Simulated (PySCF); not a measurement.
# CH$_{11}$O$_{2}$PSi$_{3}$ (SMILES [SiH3]O[SiH2]CO[SiH2]P): what the fields show

```xyz
18

Si    2.2327    1.0485    0.3314
O     2.0368   -0.5583    0.1421
Si    1.2748   -1.9740    0.0252
C    -0.3336   -1.7069   -0.9718
O    -1.0327   -0.6476   -0.3491
Si   -1.6151    0.6865   -1.0351
P    -2.1964    1.8570    0.7690
H     3.4075    1.1497    1.1948
H     1.0303    1.6243    0.9280
H     2.4890    1.5734   -1.0110
H     2.1816   -2.8524   -0.7099
H     0.9430   -2.4217    1.3742
H    -0.9801   -2.5881   -0.9640
H    -0.1407   -1.4595   -2.0184
H    -0.6054    1.4187   -1.8129
H    -2.7143    0.3719   -1.9651
H    -3.5277    1.4842    0.7594
H    -2.4586    3.0007    0.0366
```

Geometry: GFN2-xTB.

Method: PBE0/pcSseg-1, SCF density, gas phase, non-relativistic in PySCF.

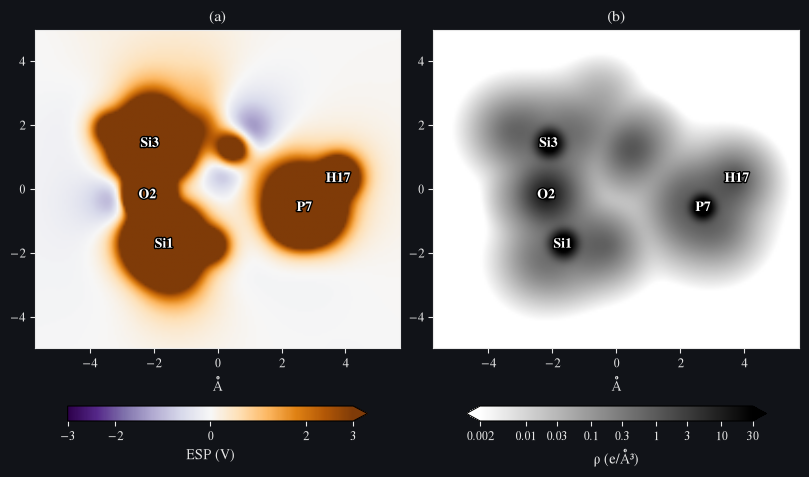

Figure 1. (a) electrostatic potential; (b) total electron density on the plane of atoms Si1, O2 and Si3.

Question: Describe what can be read from this map.

Answer: Atoms in the plane: Si, O, P and H. Si–O (1.63 Å): ρ is about 1.1 e/Å³ halfway. P–H (1.38 Å): the density is about 1.1 e/Å³ at the midpoint. Outside the dense part of the molecule the potential is most negative (−1.4 V) near O5, which lies off the plane.

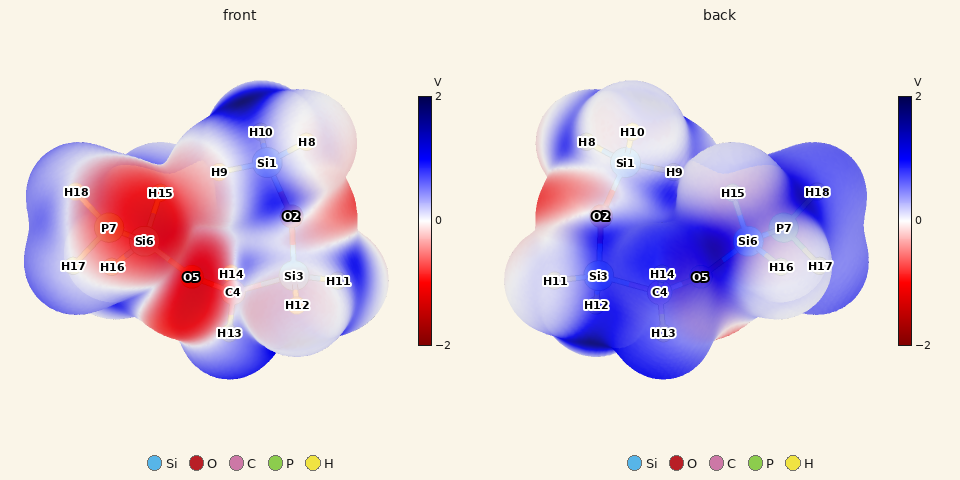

Figure 2. The molecular electrostatic potential painted on the density surface at 0.002 e/bohr³, seen from the front and from behind; red is negative and blue positive.

Question: Which sites attract a positive test charge, and which a negative one?

Answer: A positive charge is drawn to the negative regions and a negative charge to the positive ones. The most negative region (about −1.1 V, or −25 kcal/mol for a unit charge) lies over O5 and P7, the most positive (about +1.6 V, or +37 kcal/mol for a unit charge) over Si1 and Si3.
